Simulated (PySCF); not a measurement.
# Er(NO2)3: other functionals and bases at one geometry

Aim: see how levels, charges and forces of Er(NO2)3 depend on the level of theory. The species was built from a template and needn't be a known compound.

Computed with PySCF 2.14.0. Level: several levels, as the steps say, no spin–orbit coupling.

4 further runs of the same task are left out: 2 for a known fault of the program, 2 that didn't finish.

### Step 1. Where the work starts

10 atoms, charge 0, spin multiplicity 1.

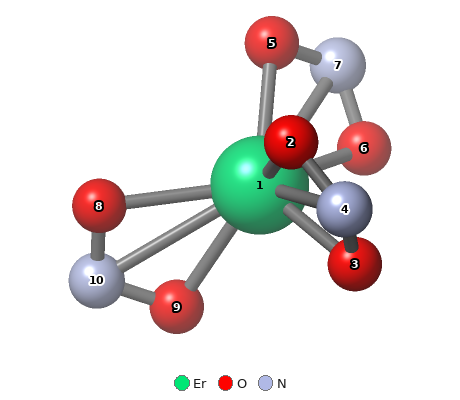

The geometry (erbium green, oxygen red, nitrogen light blue); atoms are numbered from 1 in the order of the file.

Geometry (Å):

```
atom     x (Å)     y (Å)     z (Å)
 Er1   0.00000   0.00000   0.00000
  O2   2.07597   0.14051   1.03943
  O3   2.07597  -0.14051  -1.03943
  N4   2.78167   0.00000   0.00000
  O5  -1.15967   1.72759   1.03943
  O6  -0.91630   1.86810  -1.03943
  N7  -1.39083   2.40900   0.00000
  O8  -0.91630  -1.86810   1.03943
  O9  -1.15967  -1.72759  -1.03943
 N10  -1.39084  -2.40899   0.00000
```

Formal oxidation states: Er +3. Each metal's 11 4f electrons lie in its core potential, so multiplicities, spins and levels count the valence alone. An earlier session relaxed this geometry at B3LYP, Er lcecp-1-SVP with ECP57, O def2-SVP, N def2-SVP (singlet, point group D3).

At B3LYP on the finer grid: E = -653.346321 Eh, HOMO -8.55 eV, LUMO -3.63 eV, Mulliken charge on Er1 +1.19 e, largest force component 0.014 eV/Å. 

Levels to run: BP86; CAM-B3LYP; HF; r2SCAN; B3LYP, TZVP. Hardware: 4 threads of Arm Neoverse V2, shared host.

### Step 2. BP86

run.py (the lines that set the calculation)

```python
mol = gto.M(atom='''
Er     0.00000     0.00000     0.00000
O      2.07597     0.14051     1.03943
O      2.07597    -0.14051    -1.03943
N      2.78167     0.00000     0.00000
O     -1.15967     1.72759     1.03943
O     -0.91630     1.86810    -1.03943
N     -1.39083     2.40900     0.00000
O     -0.91630    -1.86810     1.03943
O     -1.15967    -1.72759    -1.03943
N     -1.39084    -2.40899     0.00000''',
    basis={'Er': 'lcecp-1-SVP', 'O': 'def2-SVP', 'N': 'def2-SVP'},
    ecp={'Er': 'lcecp-1-SVP'},
    charge=0, spin=0)
mf = dft.RKS(mol, xc='B88,P86')
mf.grids.atom_grid = (75, 302)  # f atoms: unpruned, at least (60, 302)
mf = mf.density_fit()  # fitting sets: Er AutoAux, O def2-universal-JKFIT, N def2-universal-JKFIT
mf.conv_tol = 1e-08; mf.max_cycle = 55
mf.kernel(dm0)  # dm0: the density of the relaxed state
```

On the command line:

```console
> OMP_NUM_THREADS=4 python run.py
```

The log of the run:

```text
init E= -653.439429210302
  HOMO = -0.265323267883596  LUMO = -0.167643229341455  gap/eV = 2.65801
cycle= 1 E= -653.438835316813  delta_E= 0.000594  |g|= 0.178  |ddm|= 0.406
  HOMO = -0.265431637031033  LUMO = -0.160868503781891  gap/eV = 2.84531
cycle= 2 E= -653.408226340282  delta_E= 0.0306  |g|= 0.444  |ddm|= 0.472
  HOMO = -0.265329609239389  LUMO = -0.164562369933008  gap/eV = 2.74202
cycle= 3 E= -653.444936892156  delta_E= -0.0367  |g|= 0.0366  |ddm|= 0.296
  HOMO = -0.264450793987888  LUMO = -0.16405487570191  gap/eV = 2.73191
cycle= 4 E= -653.445327704268  delta_E= -0.000391  |g|= 0.00581  |ddm|= 0.0528
  HOMO = -0.265020187103168  LUMO = -0.164708590883874  gap/eV = 2.72962
cycle= 5 E= -653.445334902256  delta_E= -7.2e-06  |g|= 0.000933  |ddm|= 0.00572
  HOMO = -0.264938369892121  LUMO = -0.164633748548446  gap/eV = 2.72943
cycle= 6 E= -653.44533492084  delta_E= -1.86e-08  |g|= 0.000883  |ddm|= 0.00119
  HOMO = -0.264935742728404  LUMO = -0.164631927531357  gap/eV = 2.72941
cycle= 7 E= -653.445335076728  delta_E= -1.56e-07  |g|= 0.000123  |ddm|= 0.000714
  HOMO = -0.264936177122532  LUMO = -0.164632673420357  gap/eV = 2.72940
cycle= 8 E= -653.445335078354  delta_E= -1.63e-09  |g|= 8.52e-05  |ddm|= 0.00013
  HOMO = -0.264936481890937  LUMO = -0.164632147709212  gap/eV = 2.72942
Extra cycle  E= -653.445335054419  delta_E= 2.39e-08  |g|= 0.000353  |ddm|= 0.000317
converged SCF energy = -653.445335054419
```

Wall time 6.7 s (4 threads of Arm Neoverse V2, shared host).

Result: E = -653.445335 Eh, HOMO -7.21 eV, LUMO -4.48 eV, Mulliken charge on Er1 +1.05 e, largest force component 0.909 eV/Å. 

### Step 3. CAM-B3LYP

Changes to run.py (the lines that set the calculation) since step 2:

```diff
@@ -14,3 +14,3 @@
     charge=0, spin=0)
-mf = dft.RKS(mol, xc='B88,P86')
+mf = dft.RKS(mol, xc='CAMB3LYP')
 mf.grids.atom_grid = (75, 302)  # f atoms: unpruned, at least (60, 302)
```

On the command line:

```console
> OMP_NUM_THREADS=4 python run.py
```

The log of the run:

```text
init E= -653.102566301197
  HOMO = -0.376325821307919  LUMO = -0.0768775804442014  gap/eV = 8.14840
cycle= 1 E= -653.104234656558  delta_E= -0.00167  |g|= 0.0254  |ddm|= 0.134
  HOMO = -0.380443122347509  LUMO = -0.0810391498818105  gap/eV = 8.14720
cycle= 2 E= -653.104236946405  delta_E= -2.29e-06  |g|= 0.0296  |ddm|= 0.0454
  HOMO = -0.37967787440978  LUMO = -0.0797656384509766  gap/eV = 8.16103
cycle= 3 E= -653.104397497021  delta_E= -0.000161  |g|= 0.00595  |ddm|= 0.0206
  HOMO = -0.379367878000494  LUMO = -0.0794001414384069  gap/eV = 8.16254
cycle= 4 E= -653.104404860858  delta_E= -7.36e-06  |g|= 0.00112  |ddm|= 0.00524
  HOMO = -0.379540852199561  LUMO = -0.0795406484673578  gap/eV = 8.16342
cycle= 5 E= -653.10440537838  delta_E= -5.18e-07  |g|= 0.000307  |ddm|= 0.00226
  HOMO = -0.379524917130273  LUMO = -0.0795304006163984  gap/eV = 8.16327
cycle= 6 E= -653.104405406411  delta_E= -2.8e-08  |g|= 9.48e-05  |ddm|= 0.000502
  HOMO = -0.379527793564533  LUMO = -0.0795306182328223  gap/eV = 8.16334
cycle= 7 E= -653.10440540828  delta_E= -1.87e-09  |g|= 6.99e-05  |ddm|= 0.000143
  HOMO = -0.379527950211364  LUMO = -0.0795304565552205  gap/eV = 8.16335
Extra cycle  E= -653.10440540562  delta_E= 2.66e-09  |g|= 0.000141  |ddm|= 0.000143
converged SCF energy = -653.10440540562
```

Wall time 10 s (4 threads of Arm Neoverse V2, shared host).

Result: E = -653.104405 Eh, HOMO -10.33 eV, LUMO -2.16 eV, Mulliken charge on Er1 +1.20 e, largest force component 0.597 eV/Å. 

### Step 4. HF

Changes to run.py (the lines that set the calculation) since step 3:

```diff
@@ -14,4 +14,3 @@
     charge=0, spin=0)
-mf = dft.RKS(mol, xc='CAMB3LYP')
-mf.grids.atom_grid = (75, 302)  # f atoms: unpruned, at least (60, 302)
+mf = scf.RHF(mol)
 mf = mf.density_fit()  # fitting sets: Er AutoAux, O def2-universal-JKFIT, N def2-universal-JKFIT
```

On the command line:

```console
> OMP_NUM_THREADS=4 python run.py
```

The log of the run:

```text
init E= -649.666866777178
  HOMO = -0.464715752374413  LUMO = 0.0405331792025056  gap/eV = 13.74852
cycle= 1 E= -649.747292367327  delta_E= -0.0804  |g|= 0.167  |ddm|= 0.737
  HOMO = -0.495728400715467  LUMO = 0.021124533479092  gap/eV = 14.06428
cycle= 2 E= -649.754865758019  delta_E= -0.00757  |g|= 0.0782  |ddm|= 0.238
  HOMO = -0.490545587547392  LUMO = 0.0302127800265198  gap/eV = 14.17056
cycle= 3 E= -649.756847770992  delta_E= -0.00198  |g|= 0.0421  |ddm|= 0.0783
  HOMO = -0.490497103190083  LUMO = 0.0326917913008461  gap/eV = 14.23669
cycle= 4 E= -649.757585517083  delta_E= -0.000738  |g|= 0.0116  |ddm|= 0.0659
  HOMO = -0.491891685254801  LUMO = 0.032453852376557  gap/eV = 14.26817
cycle= 5 E= -649.75768959327  delta_E= -0.000104  |g|= 0.00483  |ddm|= 0.0249
  HOMO = -0.491483441763176  LUMO = 0.0328917880615741  gap/eV = 14.26898
cycle= 6 E= -649.757707443118  delta_E= -1.78e-05  |g|= 0.00089  |ddm|= 0.012
  HOMO = -0.491448096592513  LUMO = 0.032940193958317  gap/eV = 14.26933
cycle= 7 E= -649.757707933509  delta_E= -4.9e-07  |g|= 0.000192  |ddm|= 0.00175
  HOMO = -0.491439862668288  LUMO = 0.0329316772890164  gap/eV = 14.26888
cycle= 8 E= -649.757707953722  delta_E= -2.02e-08  |g|= 3.84e-05  |ddm|= 0.000389
  HOMO = -0.491435606869334  LUMO = 0.0329338753660295  gap/eV = 14.26882
cycle= 9 E= -649.757707954582  delta_E= -8.6e-10  |g|= 8.4e-06  |ddm|= 8.35e-05
  HOMO = -0.491435135479428  LUMO = 0.0329342569059916  gap/eV = 14.26882
Extra cycle  E= -649.757707954603  delta_E= -2.14e-11  |g|= 4.94e-06  |ddm|= 1.13e-05
converged SCF energy = -649.757707954603
```

It took 4.5 s on 4 threads of Arm Neoverse V2, shared host.

Result: E = -649.757708 Eh, HOMO -13.37 eV, LUMO 0.90 eV, Mulliken charge on Er1 +1.78 e, largest force component 2.841 eV/Å. 

### Step 5. r2SCAN

Changes to run.py (the lines that set the calculation) since step 4:

```diff
@@ -14,3 +14,4 @@
     charge=0, spin=0)
-mf = scf.RHF(mol)
+mf = dft.RKS(mol, xc='R2SCAN')
+mf.grids.atom_grid = (75, 302)  # f atoms: unpruned, at least (60, 302)
 mf = mf.density_fit()  # fitting sets: Er AutoAux, O def2-universal-JKFIT, N def2-universal-JKFIT
```

On the command line:

```console
> OMP_NUM_THREADS=4 python run.py
```

The log of the run:

```text
init E= -653.06311888729
  HOMO = -0.27531899011977  LUMO = -0.16042144663251  gap/eV = 3.12652
cycle= 1 E= -653.065205387484  delta_E= -0.00209  |g|= 0.0616  |ddm|= 0.222
  HOMO = -0.278107095538699  LUMO = -0.161207138193564  gap/eV = 3.18101
cycle= 2 E= -653.062840336411  delta_E= 0.00237  |g|= 0.128  |ddm|= 0.147
  HOMO = -0.276970362821208  LUMO = -0.161377558883894  gap/eV = 3.14544
cycle= 3 E= -653.065905016964  delta_E= -0.00306  |g|= 0.0147  |ddm|= 0.091
  HOMO = -0.276228294641403  LUMO = -0.160697864561131  gap/eV = 3.14374
cycle= 4 E= -653.065958267043  delta_E= -5.33e-05  |g|= 0.00112  |ddm|= 0.0159
  HOMO = -0.27619726176266  LUMO = -0.16066189075202  gap/eV = 3.14388
cycle= 5 E= -653.065958549195  delta_E= -2.82e-07  |g|= 0.000217  |ddm|= 0.00153
  HOMO = -0.276201989081209  LUMO = -0.160669169959858  gap/eV = 3.14381
cycle= 6 E= -653.065958510173  delta_E= 3.9e-08  |g|= 0.000485  |ddm|= 0.00052
  HOMO = -0.276202897502403  LUMO = -0.160670458649493  gap/eV = 3.14380
cycle= 7 E= -653.065958558971  delta_E= -4.88e-08  |g|= 2.37e-05  |ddm|= 0.000366
  HOMO = -0.276201453308459  LUMO = -0.160668620058046  gap/eV = 3.14381
cycle= 8 E= -653.065958558983  delta_E= -1.16e-11  |g|= 2.33e-05  |ddm|= 3.47e-05
  HOMO = -0.276201129785039  LUMO = -0.160668617204962  gap/eV = 3.14380
Extra cycle  E= -653.065958557687  delta_E= 1.3e-09  |g|= 8.23e-05  |ddm|= 7.82e-05
converged SCF energy = -653.065958557687
```

It took 9.9 s on 4 threads of Arm Neoverse V2, shared host.

Read off: E = -653.065959 Eh, HOMO -7.52 eV, LUMO -4.37 eV, Mulliken charge on Er1 +1.25 e, largest force component 0.194 eV/Å. 

### Step 6. B3LYP, TZVP

Basis: Er lcecp-1-TZVP with ECP57, O def2-TZVP, N def2-TZVP. 

Changes to run.py (the lines that set the calculation) since step 5:

```diff
@@ -11,6 +11,6 @@
 N     -1.39084    -2.40899     0.00000''',
-    basis={'Er': 'lcecp-1-SVP', 'O': 'def2-SVP', 'N': 'def2-SVP'},
-    ecp={'Er': 'lcecp-1-SVP'},
+    basis={'Er': 'lcecp-1-TZVP', 'O': 'def2-TZVP', 'N': 'def2-TZVP'},
+    ecp={'Er': 'lcecp-1-TZVP'},
     charge=0, spin=0)
-mf = dft.RKS(mol, xc='R2SCAN')
+mf = dft.RKS(mol, xc='B3LYP')
 mf.grids.atom_grid = (75, 302)  # f atoms: unpruned, at least (60, 302)
@@ -18,2 +18,2 @@
 mf.conv_tol = 1e-08; mf.max_cycle = 55
-mf.kernel(dm0)  # dm0: the density of the relaxed state
+mf.kernel(dm0)  # dm0: free metal ions and neutral atoms
```

On the command line:

```console
> OMP_NUM_THREADS=4 python run.py
```

The log of the run:

```text
init E= -660.159613310834
  HOMO = -0.246908311694258  LUMO = -0.0960830714371079  gap/eV = 4.10416
cycle= 1 E= -653.518961635223  delta_E= 6.64  |g|= 1.73  |ddm|= 3.24
  HOMO = -0.280150823700671  LUMO = -0.196597617172883  gap/eV = 2.27360
cycle= 2 E= -651.6598616482  delta_E= 1.86  |g|=  3.8  |ddm|=  2.3
  HOMO = -0.325463134873028  LUMO = -0.147897561104733  gap/eV = 4.83181
cycle= 3 E= -654.074829327436  delta_E= -2.41  |g|= 0.142  |ddm|= 1.53
  HOMO = -0.310501266197817  LUMO = -0.128079583368714  gap/eV = 4.96395
cycle= 4 E= -654.077458132277  delta_E= -0.00263  |g|= 0.0779  |ddm|= 0.126
  HOMO = -0.316532929602259  LUMO = -0.132765732141984  gap/eV = 5.00056
cycle= 5 E= -654.0784079129  delta_E= -0.00095  |g|= 0.0176  |ddm|= 0.0513
  HOMO = -0.315719460186587  LUMO = -0.132216393063017  gap/eV = 4.99337
cycle= 6 E= -654.078472632043  delta_E= -6.47e-05  |g|= 0.00261  |ddm|= 0.0164
  HOMO = -0.315655812518577  LUMO = -0.132066161426295  gap/eV = 4.99573
cycle= 7 E= -654.078474058387  delta_E= -1.43e-06  |g|= 0.000647  |ddm|= 0.00306
  HOMO = -0.315699176065448  LUMO = -0.132109864825188  gap/eV = 4.99572
cycle= 8 E= -654.078474070324  delta_E= -1.19e-08  |g|= 0.000651  |ddm|= 0.00074
  HOMO = -0.315703241890512  LUMO = -0.1321133862372  gap/eV = 4.99573
cycle= 9 E= -654.078474147102  delta_E= -7.68e-08  |g|= 3.33e-05  |ddm|= 0.00034
  HOMO = -0.3157017102543  LUMO = -0.132111796674041  gap/eV = 4.99574
cycle= 10 E= -654.078474147366  delta_E= -2.65e-10  |g|= 4.45e-06  |ddm|= 4.02e-05
  HOMO = -0.315702062410743  LUMO = -0.132112024368494  gap/eV = 4.99574
Extra cycle  E= -654.078474147361  delta_E= 5.46e-12  |g|= 7.17e-06  |ddm|= 8.34e-06
converged SCF energy = -654.078474147361
```

Wall time 37 s (4 threads of Arm Neoverse V2, shared host).

It gives: E = -654.078474 Eh, HOMO -8.59 eV, LUMO -3.59 eV, Mulliken charge on Er1 +1.57 e, largest force component 0.184 eV/Å. 

### Step 7. Results

| level | state | HOMO (eV) | gap (eV) | charge on Er1 (e) | dipole (D) | largest force (eV/Å) | basis functions | time |
| --- | --- | --- | --- | --- | --- | --- | --- | --- |
| B3LYP (relaxed here) | singlet | -8.55 | 4.92 | 1.19 | 0.00 | 0.01 | 159 | 29 s |
| BP86 | singlet | -7.21 | 2.73 | 1.05 | 0.00 | 0.91 | 159 | 6.7 s |
| CAM-B3LYP | singlet | -10.33 | 8.16 | 1.20 | 0.00 | 0.60 | 159 | 10 s |
| HF | singlet | -13.37 | 14.27 | 1.78 | 0.00 | 2.84 | 159 | 4.5 s |
| r2SCAN | singlet | -7.52 | 3.14 | 1.25 | 0.00 | 0.19 | 159 | 9.9 s |
| B3LYP, TZVP | singlet | -8.59 | 5.00 | 1.57 | 0.00 | 0.18 | 326 | 37 s |

Times are on 4 threads of Arm Neoverse V2, shared host; the first row also made further properties.

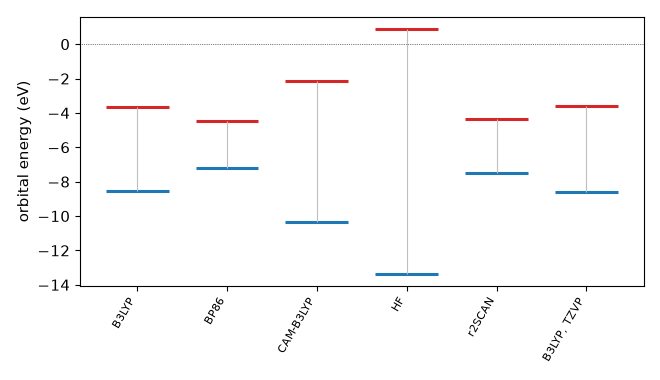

Highest filled and lowest empty level, method by method.

In one basis the HOMO–LUMO gap runs from 2.73 eV (BP86) to 14.27 eV (HF). The largest leftover force, 2.84 eV/Å with HF, stands at a geometry relaxed at another level. The Mulliken charge on Er spans +1.05 to +1.78 e over the levels. With 4f in the core, its levels are missing from HOMO and gap. Total energies of different levels can't be compared. Spin–orbit coupling is left out throughout.
